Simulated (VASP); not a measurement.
Energy against volume of KCl (rock salt). Computed with rev-vdW-DF2, VASP's PBE PAW potentials (set 64) (plane waves; VASP).

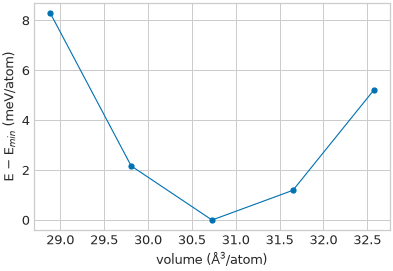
*Energy against volume*

Q: Estimate the equilibrium volume and the bulk modulus.

A: The minimum lies near 30.8 Å³/atom, and the curvature gives B0 of about 19 GPa.

The compound is KCl in the rock salt structure. It was relaxed first.
